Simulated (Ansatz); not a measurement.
Cost and result by functional for the surface energy, mean of two unlike faces, of the (100) surface of cubic BaZrO3 in its 1x1 cell (cut with top plane Ba + O, bottom plane 2 O + Zr), relaxed from an ideal cut (the real face may reconstruct), with unlike faces, outermost plane spacing 2.11 Å in the ideal cut, in Ansatz (plane waves, PAW). Single points on the PBE structure, on one kind of machine; costs are rough ratios of the slab run's core time (references not counted) to the cheapest single point. r2SCAN's cost holds its higher cutoff (500 against 420 eV). Differences are taken against HSE06 for comparison alone: no measured value is at hand, so the table doesn't rank accuracy. HSE06 ran on a coarser k-mesh, which lowers its cost and carries part of its shift.

Slab: 15 atoms, Ba3O9Zr3, 10.6 Å thick at the start; k 6x6x1, smearing 0.025 eV, dipole-corrected; all atoms relaxed; start symmetry kept, larger cells not searched; no spin, no spin-orbit, no U. These notes are the PBE run's.

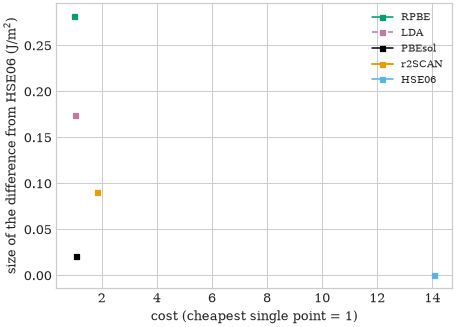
Figure: Difference from HSE06 against cost

```json
[
 {"functional": "RPBE", "relative cost": "1", "surface energy, mean of two unlike faces, (J/m²)": "0.80", "less HSE06 (J/m²)": "-0.28"},
 {"functional": "LDA", "relative cost": "1", "surface energy, mean of two unlike faces, (J/m²)": "1.26", "less HSE06 (J/m²)": "0.17"},
 {"functional": "PBEsol", "relative cost": "1", "surface energy, mean of two unlike faces, (J/m²)": "1.10", "less HSE06 (J/m²)": "0.02"},
 {"functional": "r2SCAN", "relative cost": "2", "surface energy, mean of two unlike faces, (J/m²)": "1.17", "less HSE06 (J/m²)": "0.09"},
 {"functional": "HSE06", "relative cost": "10", "surface energy, mean of two unlike faces, (J/m²)": "1.08", "less HSE06 (J/m²)": "0.00"},
 {"functional": "PBE (the relaxed run's value)", "relative cost": "–", "surface energy, mean of two unlike faces, (J/m²)": "0.97", "less HSE06 (J/m²)": "-0.12"}
]
```

The values span 0.46 J/m², while the single points' costs differ by a factor of roughly 10. Differences are of unrounded values.

Ansatz is an electronic-structure program.
